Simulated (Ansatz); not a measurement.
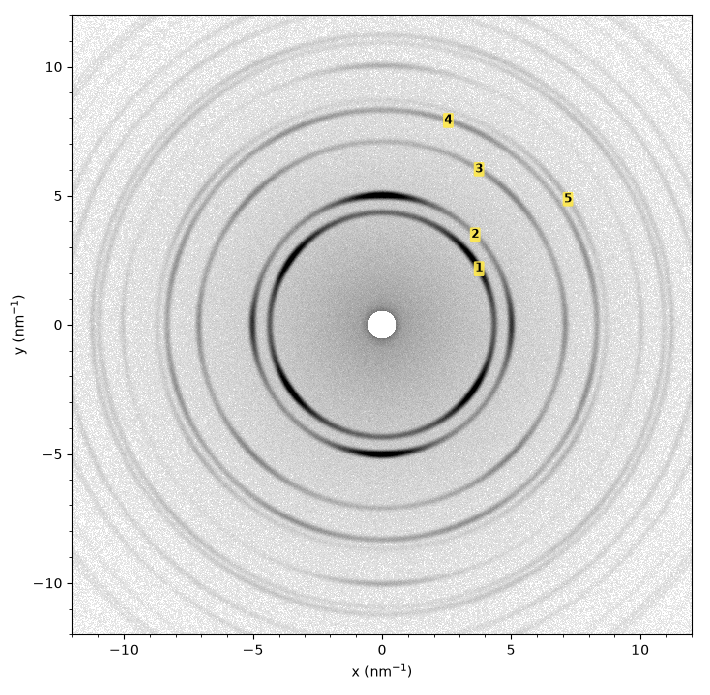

Simulated electron diffraction rings at 80 kV (λ = 0.0418 Å), scale in nm⁻¹ (radius = 1/d), for a sample with fibre texture (March–Dollase model, fibre axis vertical in the picture). Kinematic intensities with B = 1.0 Å² for all atoms, without multiple scattering; brightness goes as intensity to the power 0.4, clipped at the top, with counting noise. Reflections closer than the ring width show as one ring.

The sample is Al, space group Fm-3m, a = 3.985 Å, b = 3.985 Å, c = 3.985 Å, α = 90.00°, β = 90.00°, γ = 90.00°. Structure used: the input geometry of an electronic-structure calculation (not necessarily at equilibrium).

Question: Give radius, d-spacing and indices of the numbered rings.

Answer:
```json
{"ring": "1", "radius": "4.35 nm⁻¹", "d (Å)": "2.30", "hkl": "111"}
{"ring": "2", "radius": "5.02 nm⁻¹", "d (Å)": "1.992", "hkl": "200"}
{"ring": "3", "radius": "7.10 nm⁻¹", "d (Å)": "1.409", "hkl": "220"}
{"ring": "4", "radius": "8.32 nm⁻¹", "d (Å)": "1.201", "hkl": "311"}
{"ring": "5", "radius": "8.69 nm⁻¹", "d (Å)": "1.150", "hkl": "222"}
```

Question: Which lattice planes lie preferentially normal to the fibre axis?

Answer: The (2 0 0) planes: ring 2 is concentrated at the top and bottom of the pattern (March parameter 0.35).
